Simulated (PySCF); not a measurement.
**H5OSi2 (SMILES [SiH2+]O[SiH3]) (charge +1): density, localisation and related maps**

```xyz
8

O    -2.6034    1.0644    1.6223
Si   -2.7647    0.9270    3.1879
Si   -2.4110    1.2233   -0.1337
H    -1.5562    0.6516    4.0041
H    -4.1186    1.0776    3.7765
H    -1.0603    1.8199   -0.3059
H    -2.5250   -0.1810   -0.6105
H    -3.5310    2.1055   -0.5546
```

Geometry: BLYP-D3(BJ)/def2-SVP.

Method: PySCF 2.14.0, Gaussian-basis quantum chemistry of an isolated molecule with PySCF, energy and nuclear gradient, functional PBE0.

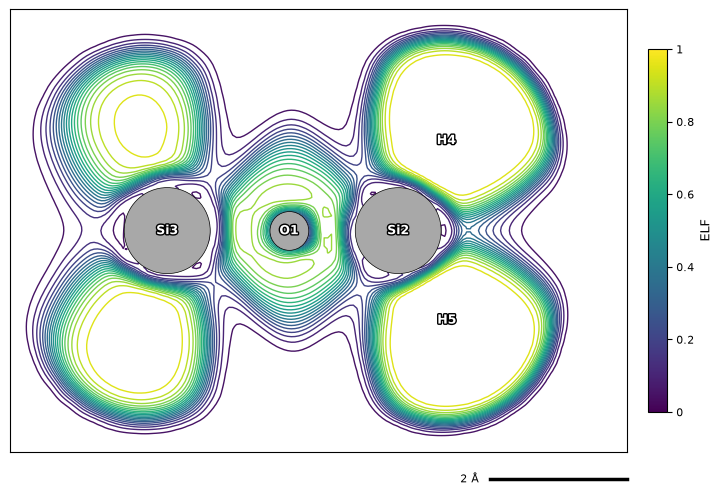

Figure 1. ELF on the plane of atoms O1, Si2 and H5. Grey discs cover the atomic cores.

Q: What do the fields say about this system?

A:
- Atoms in the plane: O, Si and H.
- Si–O (1.58 Å): the ELF peaks at about 0.85 between the atoms; a polar covalent bond.
- Si–H (1.48 Å): the ELF climbs to about 1 towards the hydrogen, as it does in any bond to H.
- Si–O (1.77 Å): the ELF peaks at about 0.85 between the atoms (a polar covalent bond).
- The ELF also peaks beside O1, away from the bonds: lone-pair regions.

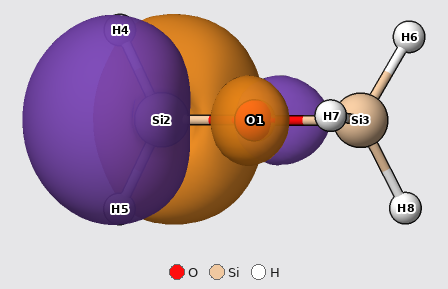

Figure 2. The LUMO at ±0.1 Å⁻³ᐟ² (orange and purple are the two phases), seen at a tilt.

Q: What is the character of this orbital?

A: It lies mainly on Si2 (about 75 %) and O1 (about 10 %). Its energy is −8.30 eV.

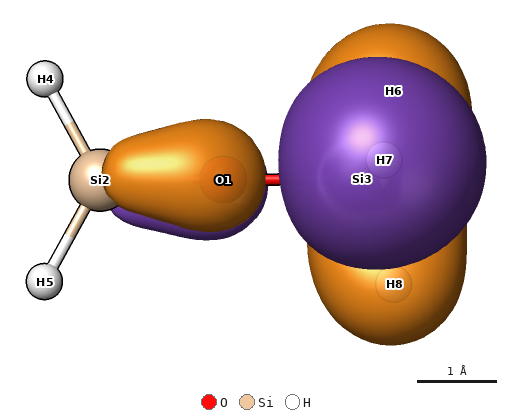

Figure 3. The HOMO−1 at ±0.08 Å⁻³ᐟ² (orange and purple are the two phases), seen across its widest extent.

Q: Where does this orbital lie, and at what energy?

A: By Hirshfeld shares it lies mainly on Si3 (about 40 %), H7 (about 35 %), H6 (about 10 %), H8 (about 10 %) and O1 (about 10 %). Its energy is −14.18 eV.
